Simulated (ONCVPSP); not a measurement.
## Run report: Pt, pseudopotential generation

Platinum (Pt, Z = 78), core [Kr] 4d10, reference valence 4f13 5s2 5p6 5d10 6s1, valence charge 32. Computed at this level: ONCV potential, PW91, scalar-relativistic, made with ONCVPSP 4.0.1.

## The program's output (extracts)
```
ONCVPSP  (Optimized Norm-Conservinng Vanderbilt PSeudopotential)
scalar-relativistic version 4.0.1

#   n    l    f        energy (Ha)
    1    0    2.00    -2.8832475E+03
    2    0    2.00    -5.0689613E+02
    2    1    6.00    -4.3930805E+02
    3    0    2.00    -1.1948949E+02
    3    1    6.00    -9.9811733E+01
    3    2   10.00    -7.8483175E+01
    4    0    2.00    -2.6016689E+01
    4    1    6.00    -1.9545578E+01
    4    2   10.00    -1.1695798E+01
    4    3   13.00    -2.9748575E+00
    5    0    2.00    -3.8849087E+00
    5    1    6.00    -2.1584560E+00
    5    2   10.00    -2.5868659E-01
    6    0    1.00    -2.0878073E-01

Reference configufation results
  iterations    29
  all-electron total energy (Ha)   -1.84127452D+04

Begin loop to  construct optimized pseudo wave functions
and semi-local pseudopoentials for all angular momenta

Calculating optimized projector #   1

 for l=   0

    Fraction of norm inside rc  0.924679
    Optimizing pswf for qcut=   8.51 a_B^-1,  ecut=  36.24 Ha
    Residual kinetic energy error=  1.74D-05 Ha

    Energy error per electron        Cutoff
         Ha          eV             Ha
         0.01000     0.27211       23.35
         0.00100     0.02721       28.82
         0.00010     0.00272       33.10
         0.00001     0.00027       45.57

Calculating optimized projector #   2

 for l=   0

    Fraction of norm inside rc  0.045472
    Optimizing pswf for qcut=   8.51 a_B^-1,  ecut=  36.24 Ha
    Residual kinetic energy error=  1.08D-05 Ha

    Energy error per electron        Cutoff
         Ha          eV             Ha
         0.01000     0.27211       19.09
         0.00100     0.02721       26.47
         0.00010     0.00272       31.84
         0.00001     0.00027       36.65

   Wellstate for l =  1  n =  7
     eigenvalue =   1.1415
     asymptotic potential =   1.6415
     half-point radius =  4.2655

Calculating optimized projector #   1

 for l=   1

    Fraction of norm inside rc  0.892761
    Optimizing pswf for qcut=   9.90 a_B^-1,  ecut=  48.96 Ha
    Residual kinetic energy error=  2.31D-07 Ha

    Energy error per electron        Cutoff
         Ha          eV             Ha
         0.01000     0.27211       20.70
         0.00100     0.02721       30.04
         0.00010     0.00272       36.44
         0.00001     0.00027       41.01

Calculating optimized projector #   2

 for l=   1

    Fraction of norm inside rc  0.051065
    Optimizing pswf for qcut=   9.90 a_B^-1,  ecut=  48.96 Ha
    Residual kinetic energy error=  2.84D-07 Ha

    Energy error per electron        Cutoff
         Ha          eV             Ha
         0.01000     0.27211       10.54
         0.00100     0.02721       27.87
         0.00010     0.00272       35.99
         0.00001     0.00027       41.65

Calculating optimized projector #   1

 for l=   2

    Fraction of norm inside rc  0.629578
    Optimizing pswf for qcut=  10.50 a_B^-1,  ecut=  55.09 Ha
    Residual kinetic energy error=  4.76D-08 Ha

    Energy error per electron        Cutoff
         Ha          eV             Ha
         0.01000     0.27211       15.12
         0.00100     0.02721       19.47
         0.00010     0.00272       35.05
         0.00001     0.00027       42.94

WARNING wellstate: negative energy specified for n= 5 l=  3
WARNING scattering state with energy  0.25000000
WARNING will be used for the first projector

   Wellstate for l =  3  n =  5
     eigenvalue =   0.2500
     asymptotic potential =   0.7500
     half-point radius = 12.0377

Calculating optimized projector #   1

 for l=   3

    Fraction of norm inside rc  0.937975
    Optimizing pswf for qcut=  22.62 a_B^-1,  ecut= 255.76 Ha
    Residual kinetic energy error=  1.05D-07 Ha

    Energy error per electron        Cutoff
         Ha          eV             Ha
         0.01000     0.27211      175.30
         0.00100     0.02721      198.24
         0.00010     0.00272      216.86
         0.00001     0.00027      232.00

Calculating optimized projector #   2

 for l=   3

    Fraction of norm inside rc  0.000056
    Optimizing pswf for qcut=  22.62 a_B^-1,  ecut= 255.76 Ha
    Residual kinetic energy error=  7.90D-11 Ha

    Energy error per electron        Cutoff
         Ha          eV             Ha
         0.01000     0.27211        0.83
         0.00100     0.02721       67.93
         0.00010     0.00272      119.69
         0.00001     0.00027      156.13

Construct Vanderbilt / Kleinmman-Bylander projectors

B matrix Hermiticity error, ll=   0
   1   2    6.2651E-04

  Orthonormal projector coefficients  2.1914E+01  2.6929E+00

B matrix Hermiticity error, ll=   1
   1   2   -4.7343E-04

  Orthonormal projector coefficients  1.6347E+01  2.2626E+00

B matrix Hermiticity error, ll=   3
   1   2    4.0219E-05

  Orthonormal projector coefficients -4.6289E+01 -1.3866E+01

Model core correction analysis
  based on d2Exc/dn_idn_j

d2excae - all-electron derivatives

   -3.038728D-02   -1.103889D-02   -7.530477D-03   -2.945675D-03
   -7.728781D-04
   -1.103880D-02   -2.908656D-02   -2.500393D-02   -1.244710D-02
   -1.510135D-03
   -7.530430D-03   -2.500399D-02   -2.432116D-02   -1.520179D-02
   -2.160537D-03
   -2.945669D-03   -1.244717D-02   -1.520184D-02   -1.652769D-02
   -9.612666D-03
   -7.728789D-04   -1.510114D-03   -2.160379D-03   -9.611452D-03
   -2.459628D-02

d2excps - pseudofunction derivatives with no core correction

   -5.774596D-02   -1.761491D-02   -1.116197D-02   -3.219253D-03
   -1.306388D-03
   -1.761491D-02   -2.941784D-02   -2.564898D-02   -1.325790D-02
   -1.587788D-03
   -1.116199D-02   -2.564908D-02   -2.464710D-02   -1.567582D-02
   -2.272138D-03
   -3.219259D-03   -1.325799D-02   -1.567587D-02   -1.685711D-02
   -9.671477D-03
   -1.306404D-03   -1.587772D-03   -2.271982D-03   -9.670263D-03
   -2.460458D-02

rms 2nd derivative error    5.882335E-03

amplitude prefactor, scale prefactor
    5.2486    1.3335

d2excps - pseudofunction derivatives with core correction

   -3.665355D-02   -1.326300D-02   -8.827157D-03   -2.806590D-03
   -9.352294D-04
   -1.326295D-02   -2.655486D-02   -2.381668D-02   -1.279159D-02
   -1.357932D-03
   -8.827129D-03   -2.381672D-02   -2.347595D-02   -1.537585D-02
   -2.127997D-03
   -2.806587D-03   -1.279166D-02   -1.537589D-02   -1.678185D-02
   -9.635090D-03
   -9.352328D-04   -1.357907D-03   -2.127838D-03   -9.633875D-03
   -2.458567D-02

rms 2nd derivative error    1.587061E-03

Pseudoatom total energy -518.712508

Diagnostic tests using Vanderbilt-Kleinman-Bylander pseudopotentials
  1 or more projectors used as specified by nproj input data

   l    rcore       rmatch      e in        delta e   norm test  slope test

   0   1.4070961   1.4498186  -3.8849087  -0.0000066   1.0002496   1.0002414
   0   1.4070961   1.4498186  -0.2087807   0.0000264   1.0001677   1.0000423

   1   1.5577201   1.6050159  -2.1584560  -0.0000028   1.0002026   1.0002104
   1   1.5577201   1.6050159   1.1415440   0.0000511   1.0004369   1.0004369

   2   1.7039590   1.7556949  -0.2586866  -0.0000023   0.9999995   1.0000090

   3   0.9038018   0.9312432  -2.9748575  -0.0000442   1.0006745   1.0007295
   3   0.9038018   0.9312432   0.2500000   0.0001580   1.0008856   1.0008856

 Testing for bound ghosts
   n   l    E NL Schr. Eq   E Basis Diag.   E Cutoff

   1   0       -3.884915       -3.884914    133.47
       0                       -0.382215    133.47  WARNING - GHOST(-)
   2   0       -0.208754       -0.108049    133.47

   2   1       -2.158459       -2.158453     92.27

   3   2       -0.258689       -0.256120    152.63

   4   3       -2.974902       -2.974707    477.56

 Testing for highly-localized positive-energy ghosts
       l    <radius>/rc     E Basis Diag.   E Cutoff

       1        0.796644       10.619934     92.27  WARNING - GHOST(+)

Test configuration 0

   n   l     f        eae           eps        diff
   1   0  2.0000-2883.24747422
   2   0  2.0000 -506.89613484
   2   1  6.0000 -439.30805092
   3   0  2.0000 -119.48948612
   3   1  6.0000  -99.81173346
   3   2 10.0000  -78.48317501
   4   0  2.0000  -26.01668907
   4   1  6.0000  -19.54557831
   4   2 10.0000  -11.69579808
   4   3 13.0000   -2.97485747   -2.97490167   -4.42D-05
   5   0  2.0000   -3.88490873   -3.88491535   -6.62D-06
   5   1  6.0000   -2.15845601   -2.15845880   -2.79D-06
   5   2 10.0000   -0.25868659   -0.25868887   -2.28D-06
   6   0  1.0000   -0.20878073   -0.20875432    2.64D-05

    Total energies and differences
      AE_ref= -1.84127452D+04  AE_tst= -1.84127452D+04  dif=  0.00D+00
      PS_ref= -5.18712508D+02  PS_tst= -5.18712508D+02  dif=  1.48D-10
      PSP excitation error= -1.48D-10

Test configuration 1

psatom: WARNING lschvkbb convergence error n,l,iter=   2   0  15
ea(ii),et,emin,emax -2.078001E-01 -2.285801E-01 -2.285801E-01 -2.285801E-01
run_config: WARNING for fully non-local PS atom, stg. 1
 WARNING no output for configuration 2

Test configuration 2

psatom: WARNING lschvkbb convergence error n,l,iter=   2   0  16
ea(ii),et,emin,emax -2.701611E-01 -2.971772E-01 -2.971772E-01 -2.971772E-01
run_config: WARNING for fully non-local PS atom, stg. 1
 WARNING no output for configuration 3

Test configuration 3

psatom: WARNING lschvkbb convergence error n,l,iter=   2   0  19
ea(ii),et,emin,emax -3.783044E-01 -4.161348E-01 -4.161348E-01 -4.161348E-01
run_config: WARNING for fully non-local PS atom, stg. 1
 WARNING no output for configuration 4

Test configuration 4

   n   l     f        eae           eps        diff
   1   0  2.0000-2884.72806292
   2   0  2.0000 -508.33896364
   2   1  6.0000 -440.75682096
   3   0  2.0000 -120.85610205
   3   1  6.0000 -101.17959872
   3   2 10.0000  -79.85796365
   4   0  2.0000  -27.45570881
   4   1  6.0000  -21.00375841
   4   2 10.0000  -13.17293767
   4   3 14.0000   -4.47046562   -4.45301061    1.75D-02
   5   0  2.0000   -5.61136746   -5.59585379    1.55D-02
   5   1  6.0000   -3.90001618   -3.89471805    5.30D-03
   5   2  6.0000   -1.94089751   -1.94681824   -5.92D-03

    Total energies and differences
      AE_ref= -1.84127452D+04  AE_tst= -1.84113349D+04  dif=  1.41D+00
      PS_ref= -5.18712508D+02  PS_tst= -5.17283257D+02  dif=  1.43D+00
      PSP excitation error= -1.89D-02
```

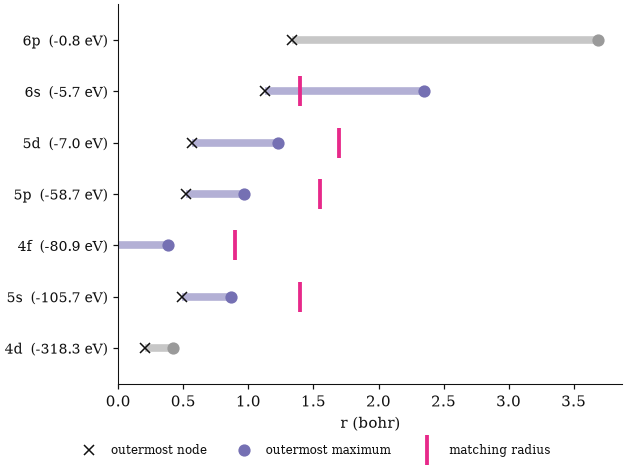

**Figure 1.** Outer shells of the all-electron reference atom: each bar runs from the outermost node (or the nucleus) to the outermost maximum of u(r); the tick is the radius chosen for the pseudo-wave. Shells without a tick have no pseudo-wave of their own. Levels, nodes and maxima are from ld1.x, scalar-relativistic.

- Radii against the shells: 5s: 1.40 bohr, outside the maximum; 4f: 0.90 bohr, outside the maximum; 5p: 1.55 bohr, outside the maximum; 5d: 1.70 bohr, outside the maximum; 6s: 1.40 bohr, between node and maximum.

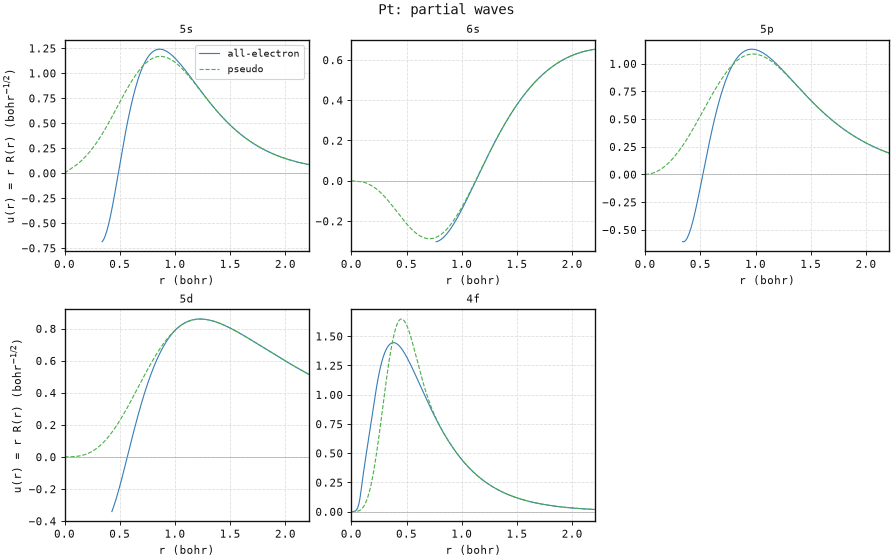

**Figure 2.** Pseudo-waves (dashed) against the all-electron radial functions (solid). The innermost oscillations of some all-electron curves aren't drawn. Reference configuration 4f13 5s2 5p6 5d10 6s1.

- Matching radii: 5s at 1.40 bohr; 6s at 1.40 bohr; 5p at 1.55 bohr; 5d at 1.70 bohr; 4f at 0.90 bohr. The curves merge smoothly, so the plot gives these only roughly.
- Nodes of the pseudo-waves: 5s has no node; 6s has a node at about 1.1 bohr; 5p has no node; 5d has no node; 4f has no node. A node in 6s is expected, since a lower shell of the same l is also in the valence and the two must stay orthogonal.
- Cutoffs needed: 198 Ha (loose) and 217 Ha (tight), as the cutoffs at which the residual kinetic energy of the hardest occupied pseudo-wave falls to 1 and 0.1 mHa per electron. The potential isn't sound: its ghost test gives GHOST(-) flagged for s at -10.4 eV; GHOST(+) flagged for p at 289.0 eV.

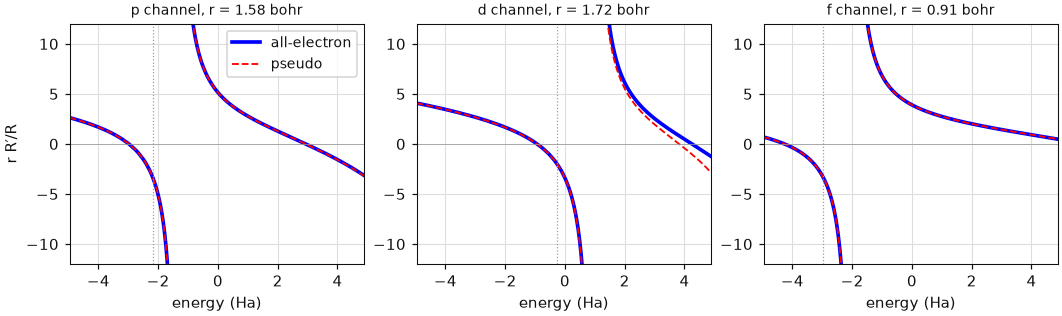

**Figure 3.** Logarithmic derivatives r R′/R at the test radius against energy, all-electron atom (solid) and pseudo-atom (dashed). Here R(r) is the radial function. The dotted line marks the reference energy of the channel. Not drawn: s: not judged, the stored energies step over a narrow level.

- Zeros of the logarithmic derivative: p: all-electron -3.0 and 2.9 Ha, pseudo -3.0 and 2.9 Ha; d: all-electron -0.9 and 4.3 Ha, pseudo -0.9 and 3.8 Ha; f: all-electron -4.3 Ha, pseudo -4.3 Ha.
- Poles, where the radial function vanishes at the test radius: p: all-electron at -1.3 Ha, pseudo at -1.3 Ha; d: all-electron at 1.0 Ha, pseudo at 0.9 Ha; f: all-electron at -2.0 Ha, pseudo at -2.0 Ha.

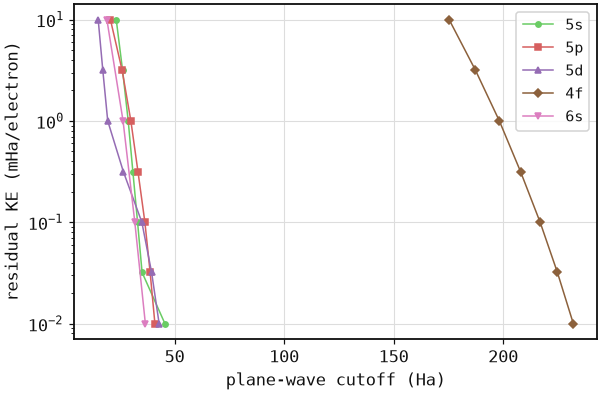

**Figure 4.** Residual kinetic energy of the pseudo-waves (the first of each channel, and further valence shells) beyond the plane-wave cutoff, as the generator prints it.

- Hardest wave at 1 mHa per electron: 4f, with rc = 0.90 bohr and qcut = 22.6 1/bohr. The optimisation minimises, but can't always remove, the kinetic energy above qcut²/2 = 255.4 Ha, and a larger rc would as a rule soften the wave at some cost in transferability.
- Cutoffs for 1 mHa per electron: 4f: 198 Ha; 5p: 30 Ha; 5s: 29 Ha; 6s: 26 Ha; 5d: 19 Ha.
- Cutoffs for the occupied states: 198 Ha for 1 mHa and 217 Ha for 0.1 mHa per electron. The first is set by 4f.

## The input
```
# ATOM AND REFERENCE CONFIGURATION
# atsym  z   nc   nv     iexc    psfile
  Pt 78.00    9    5  -109134      upf
#
#   n    l    f
    1    0    2.00
    2    0    2.00
    2    1    6.00
    3    0    2.00
    3    1    6.00
    3    2   10.00
    4    0    2.00
    4    1    6.00
    4    2   10.00
    4    3   13.00
    5    0    2.00
    5    1    6.00
    5    2   10.00
    6    0    1.00
#
# PSEUDOPOTENTIAL AND OPTIMIZATION
# lmax
    3
#
#   l,   rc,      ep,       ncon, nbas, qcut
    0    1.40    0.00    4    8    8.50
    1    1.55    0.00    4    7    9.90
    2    1.70    0.00    5   10   10.50
    3    0.90    0.00    4    8   22.60
#
# LOCAL POTENTIAL
# lloc, lpopt,  rc(5),   dvloc0
    4    5    0.90    2.00
#
# VANDERBILT-KLEINMAN-BYLANDER PROJECTORs
# l, nproj, debl
    0    2    2.90
    1    2    3.30
    2    1    3.90
    3    2    1.10
#
# MODEL CORE CHARGE
# icmod, fcfact, rcfact
    2    0.45    0.65
#
# LOG DERIVATIVE ANALYSIS
# epsh1, epsh2, depsh
   -5.00    5.00    0.04
#
# OUTPUT GRID
# rlmax, drl
    6.00    0.01
#
# TEST CONFIGURATIONS
# ncnf
    4
# nvcnf
#   n    l    f
    5
    4    3   14.00
    5    0    2.00
    5    1    6.00
    5    2    9.00
    6    0    1.00
#
    5
    4    3   14.00
    5    0    2.00
    5    1    6.00
    5    2    9.00
    6    0    0.00
#
    5
    4    3   14.00
    5    0    2.00
    5    1    6.00
    5    2    8.00
    6    0    0.00
#
    5
    4    3   14.00
    5    0    2.00
    5    1    6.00
    5    2    6.00
    6    0    0.00
#
```

Run as:
```bash
oncvpsp.x < Pt.dat > Pt.out
```

## Key numbers

- outcome: generated, with a ghost state
- cutoffs needed: 198 Ha and 217 Ha (the cutoffs at which the residual kinetic energy of the hardest occupied pseudo-wave falls to 1 and 0.1 mHa per electron)
- ghost test: GHOST(-) flagged for s at -10.4 eV; GHOST(+) flagged for p at 289.0 eV
- configuration tests: 3 of 4 tests not solved
- rms error of d²Exc/dni dnj: 5.88 mHa without and 1.59 mHa with the model core
- largest excitation error among the tests solved: -514 meV (all-electron minus pseudo) for 4f14 5s2 5p6 5d6 6s0
- range over which the phases arctan(r R′/R) at the test radius agree within 0.05 rad (a looser test near the poles than one of phase shifts): p: over the whole range computed; d: up to about 2.6 Ha; f: over the whole range computed; s: not judged, the stored energies step over a narrow level
- hardware: 1 CPU thread, shared host
- wall time: 5.2 s

## Notes

The potential has a bound ghost state, so it can't be used as it stands. An excitation error of 514 meV in its own tests makes this a poorly transferable potential. Warnings of the program, in the generation or the tests: wellstate: negative energy specified for n= 5 l= 3.
